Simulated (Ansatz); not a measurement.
The relaxed structure here is a generated cell of TiC: the first start was made by placing the elements on the sites of a structure type, and the end was not matched to a known phase here, so it may be hypothetical. Known forms of TiC include space group No. 225.

The end point of a relaxation of TiC. Space group C2/m (No. 12). These are PBE (plane waves to 420 eV, PAW, scalar-relativistic; Ansatz, a quantum-chemistry and plane-wave program) values and carry that method's errors.

```xyz
4
Lattice="4.0388 -1.5299 0.0000 4.0388 1.5299 0.0000 -0.4050 0.0000 3.1416" Properties=species:S:1:pos:R:3 pbc="T T T"
Ti     6.6296     0.0000     2.4254
Ti     1.0431     0.0000     0.7161
C      4.3743     0.0000     2.1046
C      3.2984     0.0000     1.0370
```

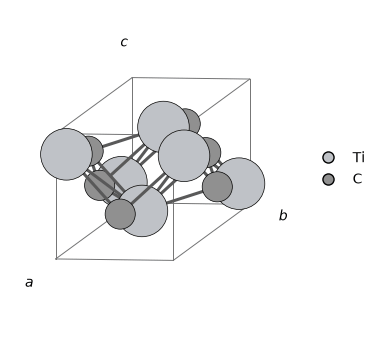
*The conventional cell of the relaxed structure*

For TiC, the volume per atom is 9.71 Å³ and the band gap is zero (metallic). The shortest distances is C–C 1.52 Å; C–Ti 2.18 Å; Ti–Ti 2.53 Å. The k-mesh comes out as 15×15×14.

Band energies at high-symmetry points (eV from the Fermi level; labels of this space group; no spin-orbit coupling), from −5 eV up to 1.0 eV:

```csv
point,energies
Γ,-4.13 -3.85 -1.92 -0.70 -0.16 0.03 0.26
C,-4.94 -4.20 -3.61 -3.55 -0.10
C2,-4.94 -4.20 -3.61 -3.55 -0.10
Y2,-3.72 -3.49 -2.94 -2.47 0.36 0.72
M2,-4.34 -2.01 -1.76 -0.82 0.75 0.91
D,-4.99 -2.68 -1.61 -1.58
D2,-4.99 -2.68 -1.61 -1.58
A,-4.88 -4.82 -3.20 -2.56 -1.44
```

No spin polarisation in the result.

The run could not lose the symmetry of its start, so the end can be a saddle point.

It was reached from a disturbed copy of a Fd-3m (No. 227) cell (AFLOW prototype AB_cF16_227_a_b (B32, as in NaTl)), against which it lies -2.11 eV/atom.
